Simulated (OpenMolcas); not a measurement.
# SiNH4O (SMILES N[SiH]O): levels of theory compared

We compute a comparison of 6 runs (UHF/3-21G, UB3LYP/6-31G*, UB3LYP/6-311+G**, UBLYP/6-311+G**, UPBE/6-311+G**, UTPSS/6-311+G**) of SiNH4O. 

The calculation is run with OpenMolcas 26.06.

## Step 1: The structure to begin with

The species is SiNH4O (7 atoms), meant as a doublet with charge 0. SMILES: `N[SiH]O`. The shape is that of a PBE0-D4/def2-TZVP optimisation. This is one conformer, not always the lowest.

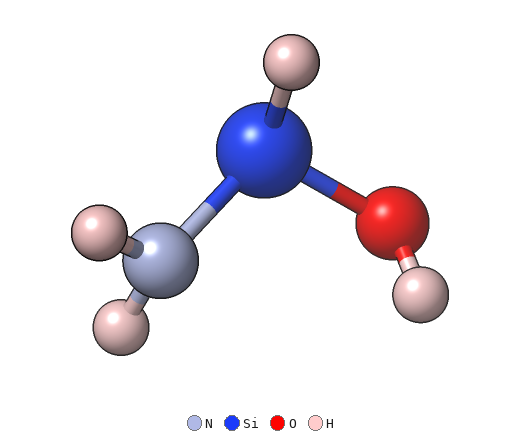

Viewed from a chosen angle; nitrogen light blue, silicon blue, oxygen red, hydrogen pink.

## Step 2: Energy and forces at UHF/3-21G (run 1)

Contents of struct.xyz:

```xyz
7

N     -0.694900     0.548300    -0.575200
Si     0.293100     0.159000     0.781300
O      1.622900    -0.672400     0.270300
H     -0.355900     1.168100    -1.294800
H     -1.685800     0.673200    -0.432900
H     -0.599100    -0.661900     1.664700
H      1.480900    -1.282400    -0.459000
```

Contents of test.input:

```
>>> EXPORT MOLCAS_PRINT=2

&gateway
 baslib=$CurrDir
 coord=struct.xyz
 basis=3-21G
 group=NoSym

&seward

&scf
 uhf
 spin=2
 thresholds=1e-10 1e-07 1e-07 1e-05
 prorbitals=1 1

&alaska
```

The basis set 3-21G is read from a file made from the Basis Set Exchange's data (not shown).

Command:

```bash
$ export MOLCAS_MEM=1860
$ pymolcas test.input > test.log
```

The log of the run:

```text
--- Start Module: gateway ---
[...]
--- Stop Module: gateway /rc=_RC_ALL_IS_WELL_ ---
[...]
      Basis functions           39
[...]
--- Start Module: scf ---
[...]
       Convergence after  15 Iterations
[...]
::    Total SCF energy                               -418.3339542933
[...]
      Total spin, S                                     0.5016905564
[...]
      Total electronic charge=   33.000000
      Total            charge=   -0.000000
[...]
      Dipole Moment (debye):
      Origin of the operator (angstrom)=    0.3751    0.0204    0.2839
                   X= -1.7794E+00               Y=  9.9952E-01               Z= -1.4344E+00           Total=  2.4946E+00
      Quadrupole Moment (debye*angstrom):
[...]
--- Stop Module: scf /rc=_RC_ALL_IS_WELL_ ---
--- Start Module: alaska ---
[...]
 *              Molecular gradients               *
 **************************************************
  Irreducible representation: a
 ------------------------------------------------------------------------------------------
                              X                       Y                       Z
 ------------------------------------------------------------------------------------------
  N1                1.24357729041256E-02   -1.96905672175457E-02    1.05577553991321E-02
  SI2               1.04819987681934E-02   -7.15443819786010E-03   -2.74761178661880E-02
  O3               -1.31030318245209E-02    1.01169451894458E-02    8.23780684588059E-03
  H4                1.94526759520286E-03    5.53585019705327E-03    2.19092941218690E-04
  H5               -2.93939105435159E-03    5.62296501431969E-03    3.77811867998717E-03
  H6               -5.54176794949068E-04   -1.80476842443089E-03   -3.13711028903985E-04
  H7               -8.26643959372431E-03    7.37401343902100E-03    4.99705502885650E-03
 ------------------------------------------------------------------------------------------
--- Stop Module: alaska /rc=_RC_ALL_IS_WELL_ ---
[...]
```

Wall time 2.3 s (1 thread of Arm Neoverse V1, shared host); peak memory 0.37 GiB.

## Step 3: Energy and gradient at UB3LYP/6-31G(d) (spherical functions) (run 2)

Contents of run.input:

```
&GATEWAY
  BASLIB = $CurrDir
  BASISSET
  N.6-31Gs....
  N1 -0.694900 0.548300 -0.575200 angstrom
  End of Basis
  BASISSET
  Si.6-31Gs....
  Si2 0.293100 0.159000 0.781300 angstrom
  End of Basis
  BASISSET
  O.6-31Gs....
  O3 1.622900 -0.672400 0.270300 angstrom
  End of Basis
  BASISSET
  H.6-31Gs....
  H4 -0.355900 1.168100 -1.294800 angstrom
  H5 -1.685800 0.673200 -0.432900 angstrom
  H6 -0.599100 -0.661900 1.664700 angstrom
  H7 1.480900 -1.282400 -0.459000 angstrom
  End of Basis

&SEWARD
  GRIDINPUT
  Grid=UltraFine
  End of Grid

&SCF
  UHF
  SPIN = 2
  KSDFT = B3LYP
  THRESHOLDS = 1e-10 1e-07 1e-07 1e-05
  PRORBITALS = 1

&ALASKA
```

The basis set 6-31G* is read from a file made from the Basis Set Exchange's data (not shown).

Command:

```bash
$ export MOLCAS_MEM=1860
$ pymolcas run.input > run.log
```

The log of the run:

```text
--- Start Module: gateway ---
[...]
--- Stop Module: gateway /rc=_RC_ALL_IS_WELL_ ---
[...]
      Basis functions           54
[...]
--- Start Module: scf ---
[...]
       Convergence after  14 Iterations
[...]
::    Total KS-DFT energy                            -421.8722936535
[...]
      Total spin, S                                     0.5007944841
[...]
      Total electronic charge=   33.000000
      Total            charge=   -0.000000
[...]
      Dipole Moment (debye):
      Origin of the operator (angstrom)=    0.3751    0.0204    0.2839
                   X= -1.7125E+00               Y=  4.2137E-01               Z= -1.8732E+00           Total=  2.5728E+00
      Quadrupole Moment (debye*angstrom):
[...]
--- Stop Module: scf /rc=_RC_ALL_IS_WELL_ ---
[...]
--- Start Module: alaska ---
[...]
 *              Molecular gradients               *
 **************************************************
  Irreducible representation: a
 ------------------------------------------------------------------------------------------
                              X                       Y                       Z
 ------------------------------------------------------------------------------------------
  N1                3.58961305778571E-03    1.96115059260205E-03    5.06797545144622E-03
  SI2               1.74110640804193E-03   -5.34788537999109E-03   -1.18608979901964E-02
  O3               -1.25157333946948E-02    9.03205214007663E-04   -2.78197697741100E-03
  H4               -1.36971625612103E-03   -3.22862934180757E-03    3.39923451727797E-03
  H5                4.97320023772874E-03   -7.67094878992292E-04   -2.75662539593213E-04
  H6                2.05477296001666E-03    7.12658051772674E-04   -4.60262200234318E-04
  H7                1.52675698728746E-03    5.76659574241623E-03    6.91158973866202E-03
 ------------------------------------------------------------------------------------------
--- Stop Module: alaska /rc=_RC_ALL_IS_WELL_ ---
[...]
```

Wall time 24 s (1 thread of Arm Neoverse V1, shared host); peak memory 0.39 GiB.

Runs 3 to 5 aren't shown in full; the table further down has their settings and results.

## Step 4: A single-point energy at UTPSS/6-311+G(d,p) (run 6)

Contents of mol.input:

```
>>> EXPORT MOLCAS_PRINT=2

&GATEWAY
  BASLIB
  $CurrDir
  BASISSET
  N.6-311pGss....
  N1 -0.694900 0.548300 -0.575200 angstrom
  End of Basis
  BASISSET
  Si.6-311pGss....
  Si2 0.293100 0.159000 0.781300 angstrom
  End of Basis
  BASISSET
  O.6-311pGss....
  O3 1.622900 -0.672400 0.270300 angstrom
  End of Basis
  BASISSET
  H.6-311pGss....
  H4 -0.355900 1.168100 -1.294800 angstrom
  H5 -1.685800 0.673200 -0.432900 angstrom
  H6 -0.599100 -0.661900 1.664700 angstrom
  H7 1.480900 -1.282400 -0.459000 angstrom
  End of Basis

&SEWARD
  GRIDINPUT
  Grid=UltraFine
  End of Grid

&SCF
  UHF
  SPIN
  2
  KSDFT
  2
  1.0 MGGA_X_TPSS
  1.0 MGGA_C_TPSS
  THRESHOLDS
  1e-10 1e-07 1e-07 1e-05
  PRORBITALS
  1 1
```

The basis set 6-311+G** is read from a file made from the Basis Set Exchange's data (not shown).

Command:

```bash
$ export MOLCAS_MEM=1860
$ pymolcas mol.input > mol.log
```

The log of the run:

```text
--- Start Module: gateway ---
[...]
--- Stop Module: gateway /rc=_RC_ALL_IS_WELL_ ---
--- Start Module: seward ---
[...]
      Basis functions           98
--- Stop Module: seward /rc=_RC_ALL_IS_WELL_ ---
[...]
--- Start Module: scf ---
[...]
       Convergence after  15 Iterations
[...]
::    Total KS-DFT energy                            -421.9792253532
[...]
      Total spin, S                                     0.5009571620
[...]
      Total electronic charge=   33.000000
      Total            charge=   -0.000000
[...]
      Dipole Moment (debye):
      Origin of the operator (angstrom)=    0.3751    0.0204    0.2839
                   X= -1.7606E+00               Y=  4.0600E-01               Z= -1.6719E+00           Total=  2.4616E+00
      Quadrupole Moment (debye*angstrom):
[...]
--- Stop Module: scf /rc=_RC_ALL_IS_WELL_ ---
[...]
```

Wall time 67 s (1 thread of Arm Neoverse V1, shared host); peak memory 0.55 GiB.

## Step 5: All runs side by side

| run | level | integration grid | task | energy (Eh) | dipole moment (D) | HOMO energy (eV) | LUMO energy (eV) | wall time |
| --- | --- | --- | --- | --- | --- | --- | --- | --- |
| 1 | UHF/3-21G | – | gradient | -418.333954 | 2.49 | -8.09 | 2.03 | 2.3 s |
| 2 | UB3LYP/6-31G* (spherical functions) | UltraFine | gradient | -421.872294 | 2.57 | -4.90 | -1.83 | 24 s |
| 3 | UB3LYP/6-311+G** | UltraFine | gradient | -421.967628 | 2.43 | -5.29 | -2.26 | 49 s |
| 4 | UBLYP/6-311+G** | UltraFine | gradient | -421.911652 | 2.47 | -4.22 | -2.82 | 49 s |
| 5 | UPBE/6-311+G** | UltraFine | gradient | -421.644701 | 2.49 | -4.38 | -2.73 | 49 s |
| 6 | UTPSS/6-311+G** | UltraFine | energy | -421.979225 | 2.46 | -4.56 | -2.65 | 67 s |

## Step 6: Results

| quantity | value |
| --- | --- |
| run 6: total energy | -421.97923 Eh |
| run 6: dipole moment | 2.46 D |
| run 6: HOMO energy (highest over α and β) | -4.56 eV |
| run 6: LUMO energy (lowest over α and β) | -2.65 eV |
| run 6: ⟨S²⟩ | 0.752 |

In words: The dipole moment (its size) runs from 2.43 D (UB3LYP/6-311+G**) to 2.57 D (UB3LYP/6-31G*). Totals of different functionals can't be ranked against each other. All runs together took 4 min, the longest 67 s.
